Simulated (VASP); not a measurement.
Band structure of TiB$_{2}$ (AlB2 type). Calculation: PBE GGA with D4 dispersion, VASP's PBE PAW potentials (set 64) (plane waves; VASP).

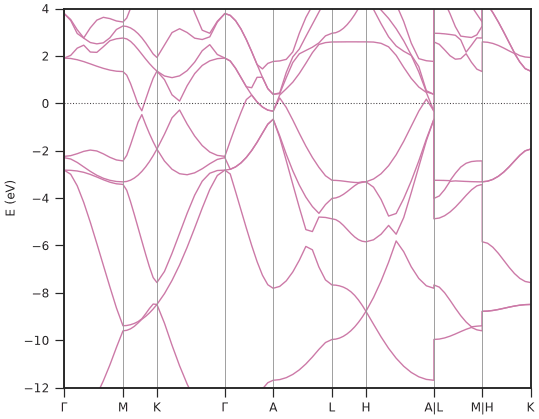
*Bands along high-symmetry lines, zero at the valence-band maximum or, without a gap, the Fermi level*

Q: Read the plot: is there a gap, and where are the band edges?

A: It has no gap at this level: it comes out as a metal or semimetal. (Edges off the drawn lines would not show.)

The compound is TiB2 in the AlB2 type structure. It was relaxed first.
